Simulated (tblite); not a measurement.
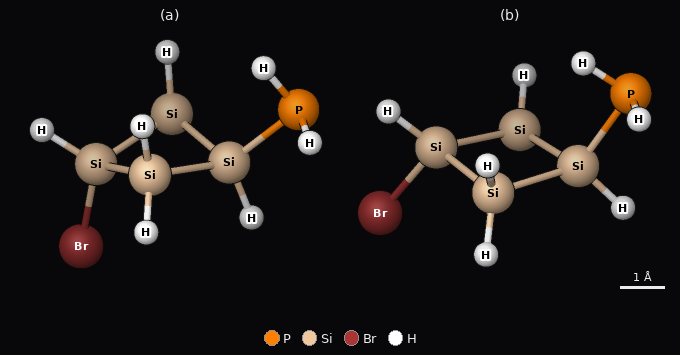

The structure of Si₄PH₇Br (multiplicity 2) before (left) and after (right) a relaxation, at one scale.

A ball-and-stick model, seen at a tilt.

Method: tblite, GFN2-xTB geometry optimisation, gas phase. 

Q: Summarise the run.

A: An H atom moves most after the best rigid fit: 1.46 Å. By element the largest moves are H 1.46 Å, Br 1.23 Å, Si 0.44 Å, P 0.43 Å. Some distances before and after: Si–Si 2.273 → 2.366 Å, Br–Si 2.204 → 2.282 Å, Si–Si 2.295 → 2.343 Å, P–Si 2.201 → 2.244 Å. Among the angles between lasting bonds that change: Si–Si–H 114.7° → 134.7°, Si–Si–H 110.0° → 129.6°, Br–Si–H 111.8° → 96.4°. After 103 geometry steps the energy has fallen by 0.634 eV. Cost: 1 s on 1 thread of Arm Neoverse V2, on a shared host.
